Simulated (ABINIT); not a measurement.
**Beyond one shot: AgCl (Fm-3m)**

Aim: iterate the self-energy on AgCl (Fm-3m) and follow the gap from cycle to cycle.

Program: ABINIT 10.8.3. Level of theory: PBE and many-body steps on it, plane waves. Results are calculated unless marked as measured.

## Step 1: The structure

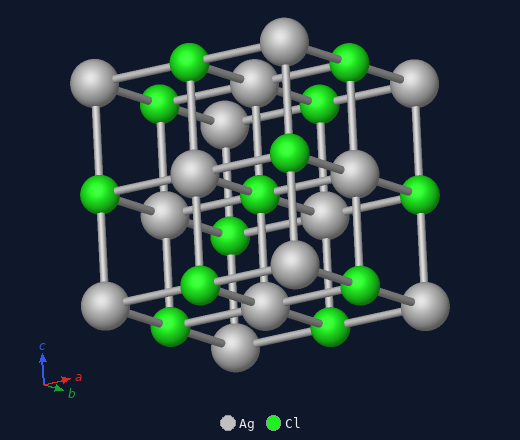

The cell as given, from a free direction (silver light grey, chlorine green). This picture shows the conventional cell, with its axes. Some periodic images of atoms are drawn too.

 The runs that relaxed it are not among those shown.

## Step 2: Empty states on the mesh, 4×4×4 mesh, 135 bands

This step: ABINIT 10.8.3; DFT, PBE, plane waves, norm-conserving pseudopotentials.

The sums over transitions need many empty states on a uniform mesh; this step solves for them.

The input, run.abi:

```
acell 3*1.0 Angstrom
rprim 
  0.000000000000 2.798500000000 2.798500000000
  2.798500000000 0.000000000000 2.798500000000
  2.798500000000 2.798500000000 -0.000000000000
ntypat 2
znucl 47 17
natom 2
typat 1 2
xred 
  0.000000000000 0.000000000000 0.000000000000
  0.500000000000 0.500000000000 0.500000000000
pp_dirpath "pseudos"
pseudos "Ag.upf, Cl.upf"
ecut 37
ngkpt 4 4 4
nshiftk 1
shiftk 0 0 0
kptopt 1
chksymbreak 0
irdden 1
istwfk *1
nband 135
prtvol 0
optdriver 6
gwr_task "HDIAGO"
paral_kgb 0
occopt 1
indata_prefix "in"
outdata_prefix "out"
tmpdata_prefix "tmp"
```

On the command line:

```bash
$ OMP_NUM_THREADS=1 mpirun -n 4 abinit run.abi > log
```

What it wrote:

```text
.Version 10.8.3 of ABINIT. v10.8.2 released Aug 2026.

 Symmetries : space group Fm -3 m (#225); Bravais cF (face-center cubic)
[... echo of the input left out ...]
== DATASET  1 ==================================================================
-   mpi_nproc: 4, omp_nthreads: 1 (-1 if OMP is not activated)

--- !DatasetInfo
iteration_state: {dtset: 1, }
dimensions: {natom: 2, nkpt: 8, mband: 135, nsppol: 1, nspinor: 1, nspden: 1, mpw: 3218, }
cutoff_energies: {ecut:  37.0, pawecutdg:  -1.0, }
[...]
Indirect band gap semiconductor
 Fundamental gap:     0.921 (eV)
   VBM:     4.308 (eV) at k: [ 5.0000E-01,  0.0000E+00,  0.0000E+00]
   CBM:     5.229 (eV) at k: [ 0.0000E+00,  0.0000E+00,  0.0000E+00]
 Direct gap:         3.124 (eV) at k: [ 0.0000E+00,  0.0000E+00,  0.0000E+00]

== END DATASET(S) ==============================================================
================================================================================

 -outvars: echo values of variables after computation  --------
           etotal      0.0000000000E+00
            nband         135
             nkpt           8
          spgroup         225
 [... the other variables as echoed above ...]

 Calculation completed.
```

Elapsed: 56 s, on 4 MPI ranks of Arm Neoverse V1, shared host; peak memory 2.4 GiB; 3.7 min of CPU time.

Numbers from this step:

* gap: 0.9214 eV
* k of the valence top: 0.5, 0, 0
* k of the conduction bottom: 0, 0, 0
* least direct gap: 3.124 eV
* k points computed: 8
* lowest point of the top converged band, above the valence top: 100.5461 eV

On this mesh the gap is 0.921 eV.

The density comes from a self-consistent run that is not shown.

## Step 3: Screening, 4×4×4 mesh, 127 bands, screening to 163.3 eV

The RPA dielectric matrix is built and inverted for each q.

This step: RPA screening on PBE, plane waves, norm-conserving pseudopotentials.

run.abi: that of step 2 with these lines changed.

```diff
@@ -20,10 +20,11 @@
 chksymbreak 0
-irdden 1
 istwfk *1
-nband 135
-prtvol 0
-optdriver 6
-gwr_task "HDIAGO"
-paral_kgb 0
 occopt 1
+irdwfk 1
+optdriver 3
+nband 127
+ecuteps 6
+inclvkb 2
+awtr 1
+symchi 1
 indata_prefix "in"
```

What it wrote:

```text
.Version 10.8.3 of ABINIT. v10.8.2 released Aug 2026.

 Symmetries : space group Fm -3 m (#225); Bravais cF (face-center cubic)
[... echo of the input left out ...]
== DATASET  1 ==================================================================
-   mpi_nproc: 4, omp_nthreads: 1 (-1 if OMP is not activated)

--- !DatasetInfo
iteration_state: {dtset: 1, }
dimensions: {natom: 2, nkpt: 8, mband: 127, nsppol: 1, nspinor: 1, nspden: 1, mpw: 3218, }
cutoff_energies: {ecut:  37.0, pawecutdg:  -1.0, }
electrons: {nelect:   2.60000000E+01, charge:   0.00000000E+00, occopt:   1.00000000E+00, tsmear:   1.00000000E-02, }

 SCREENING: Calculation of the susceptibility and dielectric matrices

 Based on a program developped by R.W. Godby, V. Olevano, G. Onida, and L. Reining.
 Incorporated in ABINIT by V. Olevano, G.-M. Rignanese, and M. Torrent.
.Using double precision arithmetic ; gwpc =  8

[... cell and pseudopotentials left out ...]
--------------------------------------------------------------------------------

 ==== K-mesh for the wavefunctions ====
 Number of points in the irreducible wedge :     8
[... list of points left out ...]
 Together with 48 symmetry operations and time-reversal symmetry
 yields    64 points in the full Brillouin Zone.

 ==== Q-mesh for the screening function ====
 Number of points in the irreducible wedge :     8
[... list of points left out ...]
 Together with 48 symmetry operations and time-reversal symmetry
 yields    64 points in the full Brillouin Zone.

 setmesh: FFT mesh size selected  =    30x   30x   30
          total number of points  =        27000

 vcoul_init : cutoff-mode = AUXILIARY_FUNCTION
 q-points for optical limit:   1
     1)      0.000010    0.000020    0.000030

- screening: taking advantage of time-reversal symmetry
- Maximum band index for partially occupied states nbvw = 13
- Remaining bands to be divided among processors   nbcw = 114
- Number of bands treated by each node ~28

 Number of electrons calculated from density =   26.0000; Expected =   26.0000
 average of density, n =  0.087896
 r_s =    1.3952
 omega_plasma =   28.5984 [eV]

 calculating chi0 at frequencies [eV] :
  1    0.000000E+00    0.000000E+00
  2    0.000000E+00    2.859835E+01

--------------------------------------------------------------------------------
  q-point number  1        q = ( 0.000000, 0.000000, 0.000000) [r.l.u.]
--------------------------------------------------------------------------------
[... chi0 elements left out ...]
 For q-point:  0.000010 0.000020 0.000030
  dielectric constant =   5.1746
  dielectric constant without local fields =   5.6277

  Average fulfillment of the sum rule on Im[epsilon] for q-point    1 :     71.57  [%]
[... wings left out ...]
  q-point number  2        q = ( 0.250000, 0.000000, 0.000000) [r.l.u.]
--------------------------------------------------------------------------------
[... chi0 elements left out ...]
  Average fulfillment of the sum rule on Im[epsilon] for q-point    2 :     82.40  [%]

 [... 6 further q-points ...]
```

Elapsed: 37 s, on 4 MPI ranks; peak memory 0.96 GiB; 2.5 min of CPU time.

Numbers from this step:

| Property | Result |
| --- | --- |
| ε∞ with local fields, on this mesh, along the program's q direction | 5.175 |
| the same without local fields | 5.628 |
| plasma frequency | 28.60 eV |
| plane waves in the screening matrix | 181 |

Local fields lower ε∞ by 8 %. On a Γ-centred mesh this coarse the value itself is usually too large, while a short band sum pulls it down.

## Step 4: G0W0

The self-energy is evaluated for the states that the input lists, and the levels follow from it, in one-shot runs by the linearised quasiparticle equation.

This step: G0W0 on PBE, plane waves, norm-conserving pseudopotentials.

run.abi: that of step 3 with these lines changed.

```diff
@@ -23,8 +23,17 @@
 irdwfk 1
-optdriver 3
+optdriver 4
 nband 127
+gwcalctyp 0
+ecutsigx 37
+symsigma 1
+nkptgw 2
+kptgw 
+  0.5000000000 0.0000000000 0.0000000000
+  0.0000000000 0.0000000000 0.0000000000
+bdgw 
+  12 15
+  11 17
 ecuteps 6
-inclvkb 2
-awtr 1
-symchi 1
+irdscr 1
+ppmodel 1
 indata_prefix "in"
```

What it wrote:

```text
.Version 10.8.3 of ABINIT. v10.8.2 released Aug 2026.

 Symmetries : space group Fm -3 m (#225); Bravais cF (face-center cubic)
[... echo of the input left out ...]
== DATASET  1 ==================================================================
-   mpi_nproc: 4, omp_nthreads: 1 (-1 if OMP is not activated)

--- !DatasetInfo
iteration_state: {dtset: 1, }
dimensions: {natom: 2, nkpt: 8, mband: 127, nsppol: 1, nspinor: 1, nspden: 1, mpw: 3218, }
cutoff_energies: {ecut:  37.0, pawecutdg:  -1.0, }
electrons: {nelect:   2.60000000E+01, charge:   0.00000000E+00, occopt:   1.00000000E+00, tsmear:   1.00000000E-02, }

 SIGMA: Calculation of the GW corrections

 Based on a program developped by R.W. Godby, V. Olevano, G. Onida, and L. Reining.
 Incorporated in ABINIT by V. Olevano, G.-M. Rignanese, and M. Torrent.
.Using double precision arithmetic ; gwpc =  8

[... cell and pseudopotentials left out ...]
--------------------------------------------------------------------------------

 ==== K-mesh for the wavefunctions ====
 Number of points in the irreducible wedge :     8
[... list of points left out ...]
 Together with 48 symmetry operations and time-reversal symmetry
 yields    64 points in the full Brillouin Zone.

 ==== Q-mesh for screening function ====
 Number of points in the irreducible wedge :     8
[... list of points left out ...]
 Together with 48 symmetry operations and time-reversal symmetry
 yields    64 points in the full Brillouin Zone.

 vcoul_init : cutoff-mode = AUXILIARY_FUNCTION
 q-points for optical limit:   1
     1)      0.000010    0.000020    0.000030
 setmesh: FFT mesh size selected  =    45x   45x   45
          total number of points  =        91125

 Number of electrons calculated from density =   26.0000; Expected =   26.0000
 average of density, n =  0.087896
 r_s =    1.3952
 omega_plasma =   28.5984 [eV]

 === KS Band Gaps ===
  >>>> For spin  1
   Minimum direct gap =   3.1244 [eV], located at k-point      :   0.0000  0.0000  0.0000
   Fundamental gap    =   0.9214 [eV], Top of valence bands at :   0.5000  0.0000  0.0000
                                       Bottom of conduction at :   0.0000  0.0000  0.0000
 SIGMA fundamental parameters:
 PLASMON POLE MODEL  1
 number of plane-waves for SigmaX                 3143
 number of plane-waves for SigmaC and W            181
 number of plane-waves for wavefunctions          3143
 number of bands                                   127
 number of independent spin polarizations            1
 number of spinorial components                      1
 number of k-points in IBZ                           8
 number of q-points in IBZ                           8
 number of symmetry operations                      48
 number of k-points in BZ                           64
 number of q-points in BZ                           64
 number of frequencies for dSigma/dE                 9
 frequency step for dSigma/dE [eV]                0.25
 number of omega for Sigma on real axis              0
 max omega for Sigma on real axis  [eV]           0.00
 zcut for avoiding poles [eV]                     0.10

 EPSILON^-1 parameters (SCR file):
 dimension of the eps^-1 matrix on file            181
 dimension of the eps^-1 matrix used               181
 number of plane-waves for wavefunctions          3143
 number of bands                                   127
 number of q-points in IBZ                           8
 number of frequencies                               2
 number of real frequencies                          1
 number of imag frequencies                          1

 matrix elements of self-energy operator (all in [eV])

 Perturbative Calculation

--- !SelfEnergy_ee
iteration_state: {dtset: 1, }
kpoint     : [   0.500,    0.000,    0.000, ]
spin       : 1
KS_gap     :    4.314
QP_gap     :    5.426
Delta_QP_KS:    1.112
data: !SigmaeeData |
     Band     E0 <VxcDFT>   SigX SigC(E0)      Z dSigC/dE  Sig(E)    E-E0       E
       12   4.308 -21.440 -26.390   3.786   0.797  -0.255 -22.367  -0.928   3.380
       13   4.308 -21.440 -26.390   3.786   0.797  -0.255 -22.367  -0.928   3.380
       14   8.621  -8.962  -4.759  -3.983   0.836  -0.196  -8.777   0.184   8.806
       15  10.699 -13.608  -7.669  -4.993   0.803  -0.245 -12.848   0.760  11.459

--- !SelfEnergy_ee
iteration_state: {dtset: 1, }
kpoint     : [   0.000,    0.000,    0.000, ]
spin       : 1
KS_gap     :    3.124
QP_gap     :    4.576
Delta_QP_KS:    1.451
data: !SigmaeeData |
     Band     E0 <VxcDFT>   SigX SigC(E0)      Z dSigC/dE  Sig(E)    E-E0       E
       11   2.105 -14.486 -18.706   2.781   0.791  -0.265 -15.624  -1.138   0.967
       12   2.105 -14.486 -18.706   2.781   0.791  -0.265 -15.624  -1.138   0.967
       13   2.105 -14.486 -18.706   2.781   0.791  -0.265 -15.624  -1.138   0.967
       14   5.229 -10.710  -6.457  -3.875   0.830  -0.205 -10.397   0.314   5.543
       15  15.026 -12.071  -6.770  -4.440   0.822  -0.216 -11.363   0.708  15.734
       16  15.026 -12.071  -6.770  -4.440   0.822  -0.216 -11.363   0.708  15.734
       17  15.026 -12.071  -6.770  -4.440   0.822  -0.216 -11.363   0.708  15.734

== END DATASET(S) ==============================================================
================================================================================

 -outvars: echo values of variables after computation  --------
           etotal      0.0000000000E+00
            nband         127
             nkpt           8
          spgroup         225
 [... the other variables as echoed above ...]

 Calculation completed.
```

The job ended after 9.6 s (4 MPI ranks; peak memory 0.91 GiB; 38 s of CPU time).

This step gave:

- G0W0 gap on the points computed: 2.163 eV
- starting gap on the mesh: 0.9214 eV
- k of the valence top: 0.5, 0, 0
- k of the conduction bottom: 0, 0, 0
- Z at the valence top: 0.797
- Z at the conduction bottom: 0.83
- least direct G0W0 gap on the computed points: 4.576 eV

The gap on the mesh goes from 0.92 eV to 2.16 eV, a correction of +1.24 eV.

## Step 5: evGW0, cycle 1

This step: evGW0 on PBE, plane waves, norm-conserving pseudopotentials.

run.abi: that of step 4 with these lines changed.

```diff
@@ -25,12 +25,24 @@
 nband 127
-gwcalctyp 0
+gwcalctyp 10
 ecutsigx 37
 symsigma 1
-nkptgw 2
+nkptgw 8
 kptgw 
+  0.0000000000 0.0000000000 0.0000000000
+  0.2500000000 0.0000000000 0.0000000000
   0.5000000000 0.0000000000 0.0000000000
-  0.0000000000 0.0000000000 0.0000000000
+  0.2500000000 0.2500000000 0.0000000000
+  0.5000000000 0.2500000000 0.0000000000
+  -0.2500000000 0.2500000000 0.0000000000
+  0.5000000000 0.5000000000 0.0000000000
+  -0.2500000000 0.5000000000 0.2500000000
 bdgw 
-  12 15
-  11 17
+  6 21
+  6 21
+  6 21
+  6 21
+  6 21
+  6 21
+  6 21
+  6 21
 ecuteps 6
```

What it wrote:

```text
.Version 10.8.3 of ABINIT. v10.8.2 released Aug 2026.

 Symmetries : space group Fm -3 m (#225); Bravais cF (face-center cubic)
[... echo of the input left out ...]
== DATASET  1 ==================================================================
-   mpi_nproc: 4, omp_nthreads: 1 (-1 if OMP is not activated)

--- !DatasetInfo
iteration_state: {dtset: 1, }
dimensions: {natom: 2, nkpt: 8, mband: 127, nsppol: 1, nspinor: 1, nspden: 1, mpw: 3218, }
cutoff_energies: {ecut:  37.0, pawecutdg:  -1.0, }
electrons: {nelect:   2.60000000E+01, charge:   0.00000000E+00, occopt:   1.00000000E+00, tsmear:   1.00000000E-02, }

 SIGMA: Calculation of the GW corrections

 Based on a program developped by R.W. Godby, V. Olevano, G. Onida, and L. Reining.
 Incorporated in ABINIT by V. Olevano, G.-M. Rignanese, and M. Torrent.
.Using double precision arithmetic ; gwpc =  8

[... cell and pseudopotentials left out ...]
--------------------------------------------------------------------------------

 ==== K-mesh for the wavefunctions ====
 Number of points in the irreducible wedge :     8
[... list of points left out ...]
 Together with 48 symmetry operations and time-reversal symmetry
 yields    64 points in the full Brillouin Zone.

 ==== Q-mesh for screening function ====
 Number of points in the irreducible wedge :     8
[... list of points left out ...]
 Together with 48 symmetry operations and time-reversal symmetry
 yields    64 points in the full Brillouin Zone.

 vcoul_init : cutoff-mode = AUXILIARY_FUNCTION
 q-points for optical limit:   1
     1)      0.000010    0.000020    0.000030
 setmesh: FFT mesh size selected  =    45x   45x   45
          total number of points  =        91125

 Number of electrons calculated from density =   26.0000; Expected =   26.0000
[...]
spin       : 1
KS_gap     :    4.237
QP_gap     :    5.899
Delta_QP_KS:    1.661
data: !SigmaeeData |
     Band     E_DFT   <VxcDFT>   E(N-1)  <Hhartree>   SigX  SigC[E(N-1)]    Z     dSigC/dE  Sig[E(N)]  DeltaE  E(N)_pert E(N)_diago
[...]
--- !SelfEnergy_ee
iteration_state: {dtset: 1, }
kpoint     : [  -0.250,    0.500,    0.250, ]
spin       : 1
KS_gap     :    5.274
QP_gap     :    6.892
Delta_QP_KS:    1.618
data: !SigmaeeData |
     Band     E_DFT   <VxcDFT>   E(N-1)  <Hhartree>   SigX  SigC[E(N-1)]    Z     dSigC/dE  Sig[E(N)]  DeltaE  E(N)_pert E(N)_diago
[...]
20    18.964   -12.125    18.964    31.089    -5.298    -5.580     0.800    -0.250   -11.128     0.997    19.962    20.211
       21    20.256   -13.216    20.256    33.472    -6.452    -5.670     0.787    -0.271   -12.356     0.860    21.116    21.349

 New Fermi energy :        1.607831E-01 Ha ,    4.375131E+00 eV

 === QP Band Gaps ===
  >>>> For spin  1
   Minimum direct gap =   4.9410 [eV], located at k-point      :   0.0000  0.0000  0.0000
   Fundamental gap    =   2.4637 [eV], Top of valence bands at :   0.5000  0.0000  0.0000
                                       Bottom of conduction at :   0.0000  0.0000  0.0000

 writing QP data on file : out_QPS

 Convergence of QP corrections
 >>>>> For spin  1 <<<<<
.  kptgw no:  1; Maximum DeltaE = (   0.000   0.000) for band index:  3
.  kptgw no:  2; Maximum DeltaE = (   0.541  -0.000) for band index:  3
.  kptgw no:  3; Maximum DeltaE = (   0.602   0.000) for band index:  1
[...]
.  kptgw no:  7; Maximum DeltaE = (   0.599   0.000) for band index:  1
.  kptgw no:  8; Maximum DeltaE = (   1.012  -0.004) for band index:  3

== END DATASET(S) ==============================================================
================================================================================

 -outvars: echo values of variables after computation  --------
           etotal      0.0000000000E+00
            nband         127
             nkpt           8
          spgroup         225
 [... the other variables as echoed above ...]

 Calculation completed.
```

Elapsed: 2.6 min, on 4 MPI ranks; peak memory 1.5 GiB; 11 min of CPU time.

Numbers from this step:

```yaml
quasiparticle_gap_on_the_mesh: 2.464 eV
gap_of_the_density_functional_on_the_mesh: 0.9214 eV
k_of_the_valence_top: 0.5, 0, 0
k_of_the_conduction_bottom: 0, 0, 0
z_at_the_valence_top: 0.797
z_at_the_conduction_bottom: 0.83
least_direct_quasiparticle_gap_on_the_computed_points: 4.941 eV
```

Against G0W0 in ABINIT (4×4×4 mesh, 127 bands, screening to 163.3 eV, Godby-Needs plasmon pole), the gap moves by +0.301 eV. This first cycle still uses the starting levels; it takes the full correction, at all points of the mesh, and its linearised value is 2.163 eV.

## Step 6: evGW0, cycle 2

The corrected levels of the last cycle go back in.

run.abi: that of step 5 with these lines changed.

```diff
@@ -50,2 +50,3 @@
 ppmodel 1
+irdqps 1
 indata_prefix "in"
```

What it wrote:

```text
.Version 10.8.3 of ABINIT. v10.8.2 released Aug 2026.

 Symmetries : space group Fm -3 m (#225); Bravais cF (face-center cubic)
[... echo of the input left out ...]
== DATASET  1 ==================================================================
-   mpi_nproc: 4, omp_nthreads: 1 (-1 if OMP is not activated)

--- !DatasetInfo
iteration_state: {dtset: 1, }
dimensions: {natom: 2, nkpt: 8, mband: 127, nsppol: 1, nspinor: 1, nspden: 1, mpw: 3218, }
cutoff_energies: {ecut:  37.0, pawecutdg:  -1.0, }
[...]
.  kptgw no:  3; Maximum DeltaE = (   0.034   0.000) for band index: 10
[...]
.  kptgw no:  7; Maximum DeltaE = (  -0.031  -0.000) for band index: 16
.  kptgw no:  8; Maximum DeltaE = (  -0.034  -0.000) for band index: 16

== END DATASET(S) ==============================================================
================================================================================

 -outvars: echo values of variables after computation  --------
           etotal      0.0000000000E+00
            nband         127
             nkpt           8
          spgroup         225
 [... the other variables as echoed above ...]

 Calculation completed.
```

The job ended after 2.6 min (4 MPI ranks; peak memory 1.5 GiB).

Numbers from this step:

```
quasiparticle gap on the mesh                         : 2.382 eV
gap of the density functional on the mesh             : 0.9214 eV
k of the valence top                                  : 0.5, 0, 0
k of the conduction bottom                            : 0, 0, 0
least direct quasiparticle gap on the computed points : 4.789 eV
```

Against the cycle before, the gap moves by −0.082 eV.

(Continued in part 2 of 3.)

[Paths, hosts, dates, memory and timing lines, banners, echoed tables and standing remarks are left out of the program output.]

[Logs are printed without paths, hosts, clocks, repeated set-up lines and the standing remarks that a program may print on its own settings, such as how far it seeks lower states.]

[Runs of the session that timed out or met a known fault of the program may be left out.]

[Hosts, paths, dates, database ids (printed as entryN), source tags and the programs' standing remarks are cut or masked in the printed files.]

[G0W0 gaps are taken among the corrected bands and points alone; a level outside them can change the order at an edge.]

[Where Ansatz stands beside ABINIT at settings called matched, ABINIT's density can come from a denser mesh and the files from another edition; pairs whose starting gaps differed by over 0.03 eV were left out, so agreement reads better than it is.]
